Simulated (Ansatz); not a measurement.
Cell of monoclinic ZrO2 (1 0 0) on silicon (0 0 1) (film strained to the substrate, faces as cut), relaxed at this level with a, b, gamma of the cell held:

```
CELL_PARAMETERS angstrom
      5.46995     0.00018    -0.03103
      0.00004     5.46985     0.09063
      1.86576     0.77651    32.25673
ATOMIC_POSITIONS crystal
  Si 0.94485 0.98409 0.06544
  Si 0.45391 0.49272 0.06459
  Si 0.10457 0.34876 0.03124
  Si 0.79572 0.66858 0.02487
  Si 0.41964 0.96367 0.15285
  Si 0.92202 0.46450 0.14752
  Si 0.66931 0.21415 0.10776
  Si 0.19594 0.73695 0.10780
  Si 0.89448 0.94431 0.23513
  Si 0.39560 0.44374 0.23454
  Si 0.15216 0.20866 0.19251
  Si 0.66403 0.69962 0.19241
  Si 0.36741 0.92246 0.32007
  Si 0.87023 0.42489 0.31907
  Si 0.62848 0.18292 0.27744
  Si 0.13536 0.68463 0.27698
  Si 0.83901 0.90586 0.40636
  Si 0.34815 0.40015 0.40235
  Si 0.10078 0.16115 0.36193
  Si 0.61127 0.66655 0.36192
  Si 0.29368 0.87175 0.48841
  Si 0.81678 0.38642 0.49010
  Si 0.56748 0.15100 0.44883
  Si 0.07758 0.62085 0.44515
  Zr 0.78744 0.65726 0.55592
  Zr 0.27305 0.56983 0.63324
  Zr 0.77036 0.16561 0.63298
  Zr 0.28126 0.07956 0.57071
  O  0.05045 0.90187 0.52604
  O  0.09381 0.27690 0.66583
  O  0.59183 0.44185 0.66529
  O  0.48379 0.84381 0.52967
  O  0.01844 0.37420 0.59040
  O  0.04521 0.86489 0.60756
  O  0.53926 0.88821 0.60678
  O  0.51368 0.37311 0.58885
  Zr 0.58584 0.64814 0.71877
  Zr 0.06568 0.52702 0.78774
  Zr 0.56604 0.13253 0.78812
  Zr 0.08572 0.04597 0.71879
  O  0.76126 0.93828 0.68633
  O  0.89226 0.23714 0.82055
  O  0.38902 0.40824 0.81998
  O  0.26140 0.77009 0.68650
  O  0.80280 0.35151 0.74590
  O  0.84914 0.82301 0.76085
  O  0.34993 0.85032 0.76088
  O  0.30276 0.32884 0.74568
  Zr 0.37790 0.61450 0.87336
  Zr 0.84625 0.47361 0.94503
  Zr 0.37573 0.10213 0.93841
  Zr 0.88510 0.00573 0.87398
  O  0.55938 0.90265 0.84149
  O  0.64529 0.21718 0.97300
  O  0.15228 0.30119 0.97841
  O  0.05847 0.73606 0.84115
  O  0.60058 0.31874 0.89709
  O  0.63968 0.79061 0.91694
  O  0.14681 0.81038 0.91713
  O  0.10642 0.29460 0.90052
```

Method: PBE (plane waves to 420 eV, PAW; Ansatz, a program for electronic structure). Scalar-relativistic, without spin–orbit coupling; the runs are not spin-polarised. Its k-point mesh 4×4×1, Fermi–Dirac width 0.05 eV.

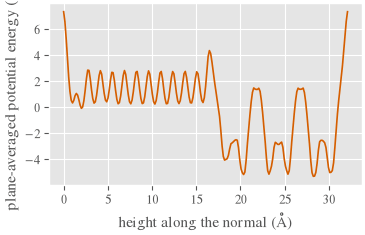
Figure: Smooth (PAW) electrostatic potential energy of an electron, averaged over planes, about its mean

The curve spans 12.7 eV over the stretch drawn.
